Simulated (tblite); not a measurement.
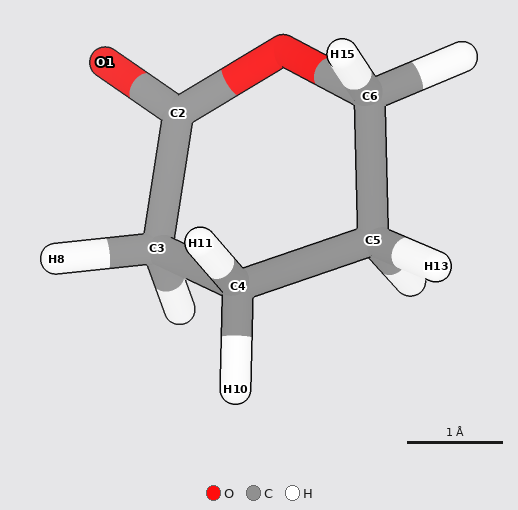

Figure 1. The input geometry (stick view, seen at a tilt; atoms are numbered from 1 in the order of the input).

## Molecular dynamics of C₅H₈O₂

System: C₅H₈O₂, SMILES O=C1CCCCO1.
Method: GFN2-xTB Langevin dynamics, gas phase (tblite 0.8.0).

### Input file
```
{"job": {"dt": 1.5, "steps": 5000, "equilibration": 400, "friction": 0.005, "h_mass": 4.0, "temperature": 300, "xc": "GFN2-xTB", "basis": "xTB", "kind": "md"}, "charge": 0, "multiplicity": 1}
O      2.130353    -1.861705     0.352637
C      1.182091    -1.136060     0.214591
C      1.351339     0.339907    -0.102201
C      0.098787     1.183623     0.100548
C     -1.084755     0.430458    -0.493313
C     -1.230229    -0.881058     0.261888
O     -0.044135    -1.664265     0.285706
H      2.188352     0.707022     0.493531
H      1.663864     0.380708    -1.150527
H      0.222772     2.156531    -0.377308
H     -0.072814     1.352032     1.166188
H     -0.906075     0.233604    -1.552268
H     -2.008700     1.000372    -0.397835
H     -1.988429    -1.525871    -0.191413
H     -1.520076    -0.683339     1.302128
```

The first line tells a small driver script what to run in tblite; the rest is the geometry in Å.

Launched with:
```bash
OMP_NUM_THREADS=1 python <driver script> task.json out
```

### Log
```
t/fs     T/K   E - E0/eV
     0.0    295.2     0.0000
   337.5    222.3     0.4219
   675.0    229.4     0.5520
  1012.5    272.6     0.5881
  1350.0    256.1     0.7920
  1687.5    264.9     0.4408
  2025.0    363.8     0.4541
  2362.5    232.0     0.7601
  2700.0    299.7     0.6835
  3037.5    303.5     0.7832
  3375.0    376.1     0.4134
  3712.5    270.5     0.3820
  4050.0    320.4     0.4731
  4387.5    301.1     0.3592
  4725.0    337.5     0.4725
  5062.5    313.8     0.5363
  5400.0    360.0     0.4949
  5737.5    465.2     0.5537
  6075.0    247.0     0.6094
  6412.5    353.5     0.4423
  6750.0    199.0     0.5452
  7087.5    318.5     0.2464
  7425.0    215.9     0.5242
  7762.5    257.1     0.5951
  8100.0    225.8     0.4791
```

### Trajectory as extended XYZ (Å, eV, eV/Å), 14 of the 25 frames kept, from step=0 to step=5400
```
15
Properties=species:S:1:pos:R:3:forces:R:3 step=0 time_fs=0.0 energy=-624.01037 temperature=295.2
O     2.1304   -1.8617    0.3526    0.0010  -0.0030  -0.0010
C     1.1821   -1.1361    0.2146    0.0010   0.0020   0.0020
C     1.3513    0.3399   -0.1022    0.0030  -0.0010   0.0000
C     0.0988    1.1836    0.1005    0.0030  -0.0010   0.0000
C    -1.0848    0.4305   -0.4933    0.0000   0.0000   0.0000
C    -1.2302   -0.8811    0.2619    0.0030  -0.0010   0.0010
O    -0.0441   -1.6643    0.2857    0.0020   0.0000  -0.0010
H     2.1884    0.7070    0.4935   -0.0020   0.0000  -0.0020
H     1.6639    0.3807   -1.1505   -0.0010   0.0000   0.0020
H     0.2228    2.1565   -0.3773    0.0010   0.0020   0.0020
H    -0.0728    1.3520    1.1662   -0.0030   0.0000  -0.0010
H    -0.9061    0.2336   -1.5523   -0.0020  -0.0020  -0.0020
H    -2.0087    1.0004   -0.3978   -0.0040   0.0010  -0.0010
H    -1.9884   -1.5259   -0.1914    0.0010   0.0020   0.0000
H    -1.5201   -0.6833    1.3021   -0.0010   0.0010   0.0000
15
Properties=species:S:1:pos:R:3:forces:R:3 step=450 time_fs=675.0 energy=-623.45835 temperature=229.4
O     1.1165   -2.8215   -0.0304    0.2540  -0.0160   0.3000
C     0.4296   -1.9450   -0.4685   -0.0940   0.1900  -0.7570
C     0.8401   -0.5156   -0.6824   -0.0020  -0.1870   1.8090
C    -0.3644    0.3775   -0.6860   -0.3260   0.8670   1.4730
C    -1.3979   -0.0812   -1.6675   -0.4960   3.0750  -0.0300
C    -1.8398   -1.4410   -1.4136    0.4640  -1.2850  -0.5630
O    -0.7492   -2.2618   -0.9673   -1.7470  -1.4590   0.2180
H     1.4393   -0.2634    0.2087    0.4230   0.0910  -0.7300
H     1.3407   -0.4647   -1.6196    0.7800   0.1330  -0.5240
H    -0.0568    1.3898   -0.8974    0.1360   0.4670  -0.2820
H    -0.7914    0.4397    0.3428    0.0890  -0.3010  -0.4870
H    -0.9908    0.0477   -2.6516    0.3030  -0.0910  -0.6830
H    -2.2611    0.6129   -1.6021    0.2360  -0.2360  -0.1150
H    -2.0758   -1.8112   -2.4115   -0.5220  -0.7950   0.1060
H    -2.7302   -1.4716   -0.7727    0.5030  -0.4550   0.2660
15
Properties=species:S:1:pos:R:3:forces:R:3 step=900 time_fs=1350.0 energy=-623.21842 temperature=256.1
O     0.0427   -2.4711    0.6125   -0.6100   2.3870  -0.7510
C     0.0343   -1.2756    0.2932   -0.7860  -2.3890  -0.3810
C     1.1531   -0.4014    0.7292    0.3760   0.3170  -0.4040
C     0.9328    1.0148    0.2618    0.9110   1.6070   1.6910
C     0.3503    1.1892   -1.1014   -0.3740  -0.2400  -1.5350
C    -1.0011    0.4922   -1.1655    0.9530  -0.3350   2.0000
O    -0.9386   -0.8121   -0.5541    0.6200  -0.6060   1.1720
H     1.2691   -0.4802    1.8086   -0.0700   0.0650   0.0550
H     2.0583   -0.8318    0.2965    0.0910  -0.0360  -0.0960
H     1.8915    1.6355    0.2437   -0.9430  -0.8570   0.4780
H     0.2271    1.4913    1.0362    0.8650  -0.3410  -1.1290
H     0.9780    0.9661   -1.9862    0.0740  -0.7110   0.7330
H     0.2565    2.2428   -1.1828   -0.7050   1.2000  -0.2970
H    -1.4985    0.2299   -2.0300   -0.1330  -0.2710  -2.7370
H    -1.7503    1.1244   -0.7138   -0.2690   0.2090   1.2030
15
Properties=species:S:1:pos:R:3:forces:R:3 step=1350 time_fs=2025.0 energy=-623.55630 temperature=363.8
O     0.6265   -2.3456    0.9889   -0.3880  -1.8880   0.7350
C     0.7536   -1.2266    0.6376   -1.3420   1.0320  -1.0870
C     2.0431   -0.5369    0.6928    1.3680   1.0740   0.6550
C     1.9462    0.9755    0.4555   -1.0020   0.9900   1.7920
C     0.9872    1.3489   -0.7059    0.8320  -0.6320   0.2720
C    -0.3518    0.7082   -0.3709   -1.1730   0.9750  -1.3120
O    -0.3260   -0.6320    0.0363    0.6460  -0.1510   0.5500
H     2.5903   -0.8479    1.6308   -0.7740   0.7210  -0.4680
H     2.6707   -0.9948   -0.0363    0.4320  -0.3690  -1.1060
H     2.9104    1.4784    0.3418   -0.0570  -0.3360  -0.0720
H     1.4871    1.3766    1.4299    0.5620  -0.1490  -1.1590
H     1.4150    0.8816   -1.5833    0.0180   0.0670  -0.5180
H     0.9135    2.4516   -0.8614   -0.0330  -0.9490   0.2430
H    -1.1202    0.7194   -1.2370    1.2480   0.0030   0.8750
H    -0.7803    1.3874    0.3692   -0.3380  -0.3870   0.6000
15
Properties=species:S:1:pos:R:3:forces:R:3 step=1575 time_fs=2362.5 energy=-623.25029 temperature=232.0
O     0.6105   -2.3387    1.8751    0.6740   0.2280  -0.0090
C     0.9572   -1.3642    1.2600   -0.4020   0.2720  -0.5040
C     2.3369   -1.2070    0.5933   -0.3700   0.0970  -0.4850
C     2.7199    0.1969    0.0471   -0.5970  -0.4840  -2.3040
C     1.4816    0.6795   -0.7384    0.3490  -0.8740  -0.4870
C     0.2755    0.6749    0.1530   -1.6200  -0.2860  -0.3760
O     0.0407   -0.4151    1.0487    0.0000   0.1450  -0.6880
H     3.0393   -1.3485    1.3852    0.6110  -1.0340   0.2900
H     2.2536   -2.0403   -0.1649    0.8430   0.9160   0.6040
H     3.6315    0.3007   -0.6511   -1.1750  -0.8740   1.0430
H     2.9038    0.8553    0.8422    0.2090   0.8100   1.2700
H     1.3459   -0.0593   -1.5957    0.1110   1.2960   0.6980
H     1.4728    1.7514   -0.9951    0.7210  -0.6340  -0.7720
H    -0.6366    0.7934   -0.5568    0.9440  -0.2770   1.4130
H     0.3587    1.5232    0.8078   -0.2980   0.7000   0.3060
15
Properties=species:S:1:pos:R:3:forces:R:3 step=2025 time_fs=3037.5 energy=-623.22722 temperature=303.5
O    -1.1916   -0.2935    1.9998   -2.0250  -0.5330   1.4500
C    -0.1730   -0.2275    1.4225    1.3110   0.7620  -1.8270
C     0.9471   -1.2038    1.5819    1.1950  -0.2680  -0.8340
C     2.2885   -0.8948    0.8524   -1.4100   2.3620  -0.4250
C     1.9997    0.0090   -0.4052   -1.2320   0.2120  -0.0220
C     1.1751    1.2234    0.0804    1.1380  -0.1100  -2.3650
O    -0.0838    0.7373    0.4742    0.2320   1.0740   0.2360
H     1.1088   -1.2663    2.6393    0.1320  -0.4250   0.6150
H     0.5954   -2.1677    1.1805   -0.1350   0.2460   0.3640
H     2.7759   -1.7480    0.5245    0.7010  -1.8220  -0.4440
H     3.0100   -0.3525    1.5071   -0.6680  -0.1180  -0.3750
H     1.2766   -0.3124   -1.2524    1.5680  -0.7460   1.3890
H     2.9379    0.3443   -0.8240    0.1510  -0.0630  -0.2340
H     1.1206    1.9285   -0.8420   -0.7060  -0.9090   1.4070
H     1.7650    1.7658    0.7922   -0.2530   0.3380   1.0660
15
Properties=species:S:1:pos:R:3:forces:R:3 step=2475 time_fs=3712.5 energy=-623.62839 temperature=270.5
O    -0.2897   -0.4989    3.2950    1.5460   0.3880  -1.3560
C     0.4563   -0.2400    2.3493   -1.6680   0.0120   1.4590
C     1.0107   -1.3240    1.4717    0.0460  -0.4010  -0.3630
C     2.0087   -0.8258    0.4006    0.6930   0.2610   1.0710
C     1.2881    0.3599   -0.2197    1.3110   1.4350  -1.0280
C     1.1623    1.4946    0.8309    0.2130  -1.2980  -0.9200
O     0.6350    1.0469    2.0337   -0.5240  -0.2800   1.1810
H     1.4237   -2.1173    2.1307   -0.3330   0.3630  -0.5280
H     0.0719   -1.6800    0.9592    0.9560  -0.1980   0.3510
H     2.3378   -1.6723   -0.2257   -0.5370   0.5810  -0.1750
H     2.9611   -0.4288    0.8580   -0.8320  -0.4440  -0.0980
H     0.3199    0.0660   -0.5378   -0.9530  -0.2660  -0.3420
H     1.7959    0.8552   -1.1134   -0.3220  -0.8830   0.9480
H     0.4959    2.2661    0.4844   -0.3200   0.4170  -0.2930
H     2.1273    1.9221    1.0266    0.7240   0.3140   0.0920
15
Properties=species:S:1:pos:R:3:forces:R:3 step=2925 time_fs=4387.5 energy=-623.65118 temperature=301.1
O     3.4558   -0.0544    2.3413    0.2920   0.5180   1.0070
C     2.6984   -0.3533    1.4726    0.2770  -0.8360  -1.1610
C     2.8709   -1.7215    0.7921    0.0310  -0.2780   0.7560
C     2.0637   -1.9459   -0.4655    0.5500  -0.8710  -1.2470
C     0.7241   -1.2638   -0.3468   -0.2420   0.2620  -0.7900
C     0.9531    0.2280   -0.0508   -1.2670   0.0920  -0.6330
O     1.7867    0.5115    1.0276    0.9920  -0.1340   0.3960
H     3.9187   -1.8168    0.5508    0.5250   0.1960  -0.0340
H     2.7399   -2.5219    1.5786   -0.3650   0.8000  -0.6860
H     1.9627   -3.0430   -0.6239   -0.1810   0.5380   0.0810
H     2.6007   -1.5932   -1.4042   -0.4320  -0.0470   1.1570
H     0.1757   -1.7189    0.4937   -0.0740   0.1610  -0.5010
H     0.1865   -1.3490   -1.3398    0.2010   0.0260   1.3050
H     0.0152    0.6380    0.3479   -0.3130   0.1750  -0.6640
H     1.2460    0.8034   -0.9855    0.0050  -0.6020   1.0150
15
Properties=species:S:1:pos:R:3:forces:R:3 step=3375 time_fs=5062.5 energy=-623.47408 temperature=313.8
O     3.2749   -0.2358    1.2325   -1.3140  -0.2990  -0.2640
C     2.2018   -0.3897    0.6824    1.0660  -0.0110  -1.0500
C     1.7913   -1.7376    0.0402    1.0210  -0.7890   1.4090
C     0.8610   -1.6764   -1.1380    0.6080   2.0420  -0.0680
C    -0.2528   -0.8098   -0.6215   -1.0010  -0.9910   1.3750
C     0.1804    0.5579   -0.1848    0.2520   0.2100  -0.7890
O     1.4149    0.6602    0.4432    1.2810  -0.3340   1.2350
H     2.7160   -2.2293   -0.2550    0.2610  -0.0570   0.1520
H     1.4123   -2.2958    0.9216   -0.1390  -0.0800  -0.5590
H     0.4559   -2.5422   -1.5779   -0.1430  -1.5010   0.1210
H     1.4410   -1.1996   -1.9326   -0.1730   0.3210  -0.2250
H    -0.5883   -1.3503    0.3181   -0.1080   0.4520  -0.8800
H    -1.1084   -0.7217   -1.2701   -0.2400   0.0520  -0.3480
H    -0.5326    0.9009    0.5460   -0.5490   0.7470  -0.0380
H     0.3563    1.2100   -1.0485   -0.8230   0.2370  -0.0710
15
Properties=species:S:1:pos:R:3:forces:R:3 step=3825 time_fs=5737.5 energy=-623.45671 temperature=465.2
O     2.3407   -0.4921    0.4345   -2.0060   0.7540  -0.6360
C     1.2566   -0.1545   -0.0440    1.9040  -1.1730   1.5370
C     0.7369   -0.7618   -1.3311    1.5270   1.8580   0.0320
C    -0.7501   -0.9031   -1.3549   -0.1220  -2.2390  -2.5230
C    -1.5135    0.2554   -0.8129   -0.2770   1.6770   0.1940
C    -0.5388    1.3227   -0.2159   -0.7410   0.1870   0.4060
O     0.4968    0.7866    0.5663    0.7900  -0.9520  -0.6730
H     1.1180    0.0405   -1.9861   -0.4590   0.0040  -0.5620
H     1.3312   -1.6216   -1.6378   -0.3350  -0.2440   0.4190
H    -0.9171   -1.8991   -0.8814   -0.4920   0.8610   0.1340
H    -1.0423   -1.0775   -2.4465    0.2140   0.1520   1.0730
H    -2.2098   -0.1382   -0.0966   -0.1580   0.1570   0.8680
H    -2.1741    0.7981   -1.5367    0.7820  -0.5070   0.1520
H    -1.0223    1.9870    0.5058   -0.5010  -0.0690  -0.0760
H    -0.1008    2.0073   -0.9586   -0.1270  -0.4660  -0.3450
15
Properties=species:S:1:pos:R:3:forces:R:3 step=4050 time_fs=6075.0 energy=-623.40101 temperature=247.0
O     2.6499   -0.8567    0.1224    1.2370  -0.4970   0.0720
C     1.5640   -0.4428   -0.1337   -0.4520  -0.7670  -0.1940
C     0.8471   -0.7478   -1.4219   -1.1570  -0.9350   0.0880
C    -0.7223   -0.8597   -1.3275    1.2540   2.9510   0.4280
C    -1.2550   -0.3850    0.0313    1.5240   0.5700  -0.6580
C    -0.4214    0.7942    0.5455    0.9230  -1.8720   1.8960
O     0.9937    0.3689    0.7163   -1.9580   1.1290   0.7470
H     1.0646    0.1913   -1.9298    0.1520  -0.3610  -0.7850
H     1.2377   -1.6759   -1.8997    0.0870   1.0370   0.2240
H    -1.2037   -1.7569   -1.5346   -0.1080  -1.6650  -0.6380
H    -1.0420   -0.0798   -2.0134   -0.4830  -0.2360  -0.5670
H    -1.1399   -1.1971    0.6871   -0.0690  -0.9550   1.2480
H    -2.2709   -0.1263   -0.1042   -1.0460   0.3650   0.2020
H    -0.7283    1.0688    1.6025    0.2980  -0.0540  -1.2280
H    -0.4113    1.6064   -0.1139   -0.2020   1.2880  -0.8370
15
Properties=species:S:1:pos:R:3:forces:R:3 step=4500 time_fs=6750.0 energy=-623.46516 temperature=199.0
O     2.7145   -1.3080    0.7125   -0.7510  -0.1910   0.3110
C     1.6967   -0.7848    0.3400    0.8390   0.5990  -2.5200
C     1.4105   -0.6442   -1.1985    1.7880  -0.0090  -0.2270
C    -0.0067   -0.4667   -1.7222   -0.4600  -0.5490   2.3250
C    -0.8695   -0.2614   -0.4244   -0.4630   0.6880  -1.1750
C    -0.0999    0.7268    0.4383   -0.3090  -1.4040   0.1730
O     0.9036   -0.0572    1.0705    0.1260   0.6000   1.5410
H     2.1099    0.1598   -1.5360   -0.7260   0.1710   0.4880
H     1.9300   -1.4595   -1.6700   -0.0960  -0.9720  -0.1550
H    -0.3883   -1.3740   -2.1766    0.1750   0.0500  -0.4760
H    -0.0834    0.4058   -2.3567   -0.1630  -0.0530  -0.1670
H    -1.0947   -1.1536    0.1542    0.4290  -0.2710  -0.1630
H    -1.8306    0.1143   -0.7447   -0.3910   0.4020   0.0280
H    -0.6409    1.1221    1.2871   -0.3410   0.3310  -0.0330
H     0.3085    1.4780   -0.2138    0.3430   0.6090   0.0470
15
Properties=species:S:1:pos:R:3:forces:R:3 step=4950 time_fs=7425.0 energy=-623.48618 temperature=215.9
O     2.5578   -2.0539    0.6382   -2.2680   0.7130  -1.1440
C     1.4828   -1.6086    0.2605    0.0430   0.5560   1.1320
C     0.9711   -1.5215   -1.2194    0.4670  -0.4140   1.2250
C    -0.1902   -0.5618   -1.4396    0.8100   0.1180  -1.0510
C    -1.1756   -0.8306   -0.3326    0.3690   1.2880  -0.5600
C    -0.5840   -0.3642    0.9716   -0.1780  -2.2350   1.1980
O     0.6387   -1.0755    1.2531    0.9250  -0.4120  -1.1280
H     1.8120   -1.2618   -1.8282    0.6640   0.1950  -0.2990
H     0.6649   -2.5232   -1.5433    0.0530  -0.0090   0.3080
H    -0.5389   -0.7482   -2.5172    0.0300   0.4520   1.5670
H     0.1410    0.4983   -1.3294   -0.1150  -0.6660  -0.3950
H    -1.4437   -1.8481   -0.3018   -0.3530  -1.2050   0.1430
H    -2.0089   -0.2133   -0.5075   -1.5330   0.5480  -0.1960
H    -1.3213   -0.7142    1.7906    1.1400   0.7730  -0.7500
H    -0.3825    0.6938    1.0403   -0.0540   0.2990  -0.0520
15
Properties=species:S:1:pos:R:3:forces:R:3 step=5400 time_fs=8100.0 energy=-623.53132 temperature=225.8
O     2.4773   -1.0224   -0.8797    1.1620  -0.2640   0.2590
C     1.3037   -0.9140   -1.0104   -0.9920   0.2580  -0.4100
C     0.6588   -1.0677   -2.3807   -1.0470   2.9070  -0.6020
C    -0.7579   -0.4057   -2.5962    0.1540  -2.4560   0.8980
C    -1.5206   -0.5864   -1.2771   -1.0660   0.0480   0.0080
C    -0.6904    0.0060   -0.1320   -0.8200  -1.4350   0.4570
O     0.5116   -0.7463    0.0678   -0.1960   0.6260  -0.1680
H     1.2990   -0.6882   -3.1886    0.2550   0.0520   0.4590
H     0.5766   -2.0675   -2.5451   -0.2410  -3.0520  -0.3000
H    -1.3223   -0.8002   -3.4880    0.7240   0.1540   0.9450
H    -0.5774    0.5978   -2.7118    0.1820   2.4730  -0.5790
H    -1.7442   -1.6432   -1.0981    0.2480   0.0470   0.0550
H    -2.5160   -0.0809   -1.2868    0.6750  -0.1290  -0.1550
H    -1.2452   -0.0119    0.8467    0.5230  -0.1640  -0.8060
H    -0.4765    1.0200   -0.3776    0.4400   0.9360  -0.0620
```

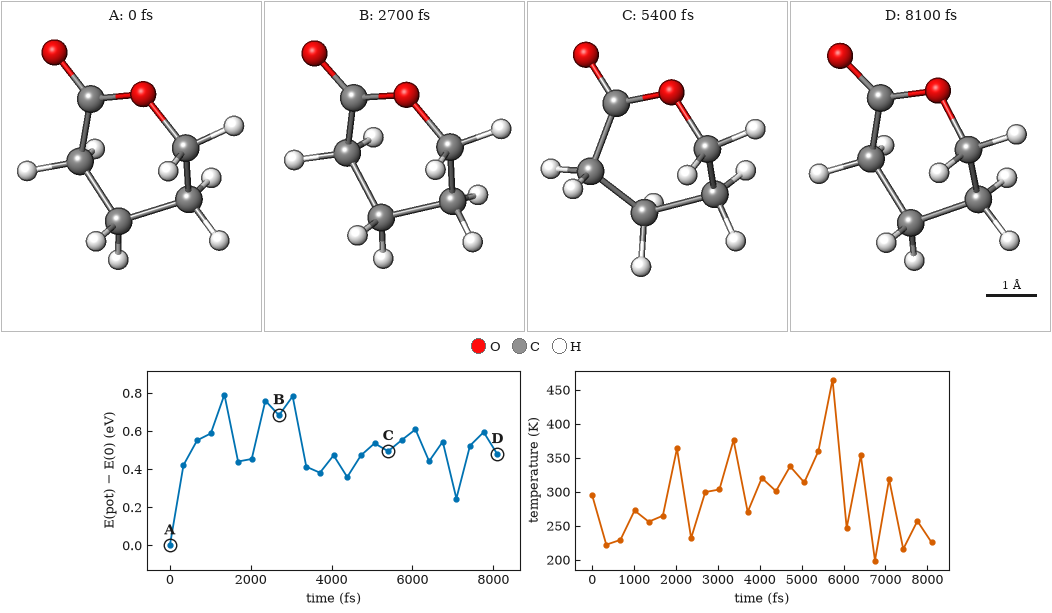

Figure 2. Frames of the molecular dynamics (ball-and-stick, seen at a tilt) above the curves, on which the letters mark them. The trajectory kept here has 25 frames over 8100 fs. The temperature starts at 295 K, ranges from 199 to 465 K and averages 301 K over the second half. The potential energy ends 0.479 eV above its first value. After an unweighted best fit of the last frame on the first, the root-mean-square displacement is 0.14 Å, and O7 has moved furthest (0.32 Å).

### Summary

```csv
quantity,value
outcome,finished
mean temperature over the second half,301 K
trajectory,"25 frames kept, 8100 fs"
hardware,"1 CPU thread, shared host"
wall time,29 s
peak memory,0.45 GiB
```
